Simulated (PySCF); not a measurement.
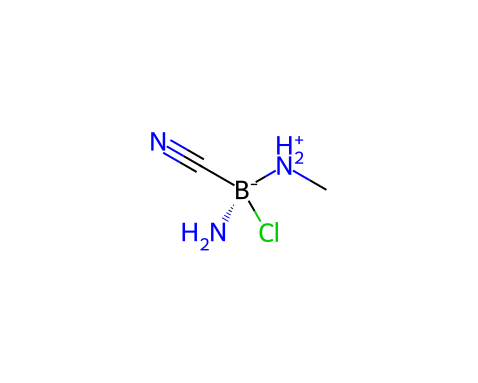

The computed structure is the end point of a GFN2-xTB optimisation. No frequency run is at hand to confirm it as a minimum. Method: CAM-B3LYP/def2-SVPD, gas phase (PySCF 2.14.0). Excitations: vertical, linear response.

Give the brightest of the 8 lowest singlets at this level.

Answer. 7.71 eV.

What is the HOMO–LUMO gap?

Answer. 9.25 eV.

What is the dipole moment?

Answer. 6.62 D.

Estimate the HOMO energy (Kohn–Sham orbital).

Answer. −8.87 eV.

The geometry is semi-empirical. Around B such bond lengths and angles can be off by a tenth of an ångström or more and by several degrees, and values that hang on the shape move with them.
